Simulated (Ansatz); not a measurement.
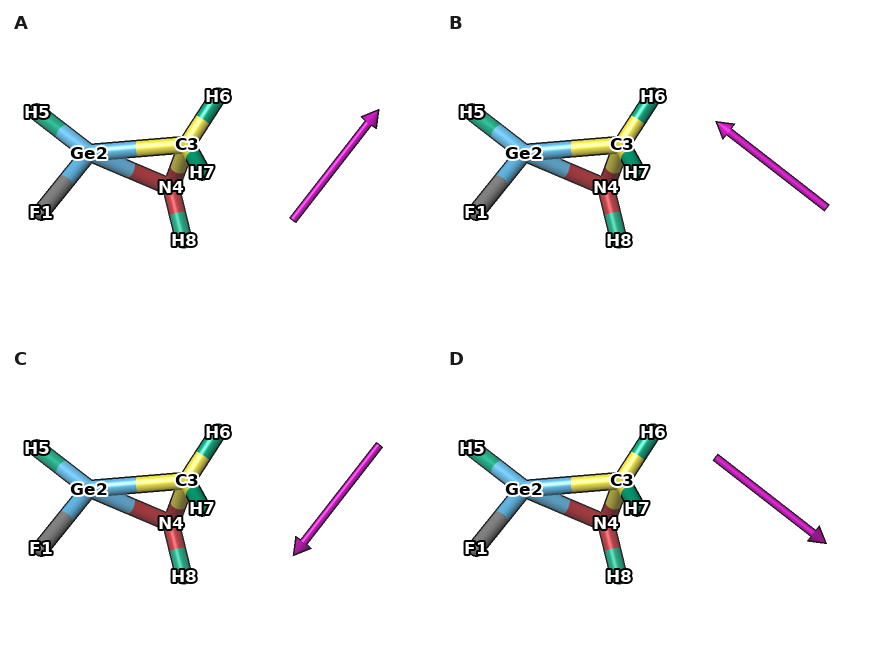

The same molecule four times, each with an arrow. The geometry was computed by an optimisation with PBE-D4/def2-SVP. No frequency run is at hand to confirm it as a minimum. Level of theory: RKS PBE-D4/def2-SVP (Ansatz 0.2.0).

Question: Which arrow points along the dipole moment, from the negative to the positive end?

Answer: A. The dipole moment is 0.86 D; it points from the side of F1 to the side of H6 (the outermost atoms at the two ends).
